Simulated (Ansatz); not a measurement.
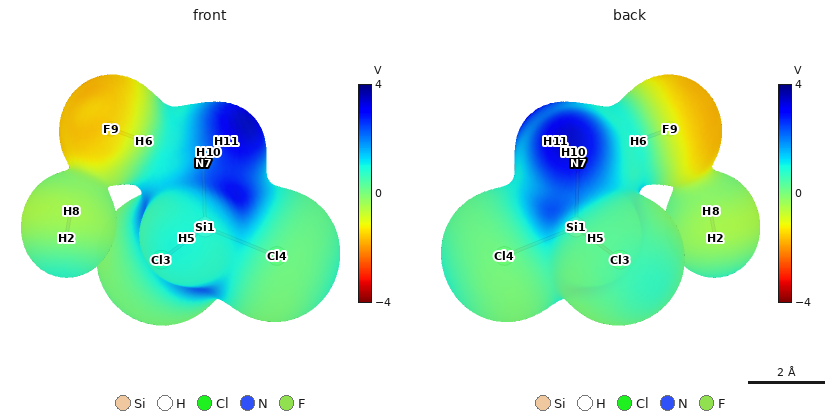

Cl₂H₃NSi···H₂···HF. The electrostatic potential painted on the density surface at 0.004 e/bohr³, seen from the front and from behind; red is negative and blue positive.

The product side of a reaction path; geometry: PBE0-D4/def2-TZVP.

These are results of RKS PBE0-D4/def2-TZVPP in Ansatz 0.2.0, not measurements.

```
atom    x (Å)    y (Å)    z (Å)
  Si  -0.8236  -0.8813   0.4028
   H  -0.7381   1.5959  -2.6320
  Cl  -0.3150  -1.9018  -1.2752
  Cl  -1.8758  -2.1220   1.6412
   H  -1.6750   0.2750   0.0920
   H   1.3129   0.9133   0.1087
   N   0.6543  -0.3337   1.1115
   H  -0.1314   1.7229  -2.2137
   F   1.6433   1.6289  -0.4208
   H   1.3875  -1.0298   1.1788
   H   0.5609   0.1325   2.0068
```

### Which sites attract a positive test charge, and which a negative one?

A positive charge is drawn to the negative regions and a negative charge to the positive ones. The most negative region (about −1.7 V) lies over F9, the most positive (about +3.4 V) over H10 and H11. Cl3 shows a σ-hole: about +0.8 V at the tip opposite its bond, against about +0.1 V on its flanks. Cl4 shows a σ-hole: about +0.7 V at the tip opposite its bond, against about +0.1 V on its flanks.
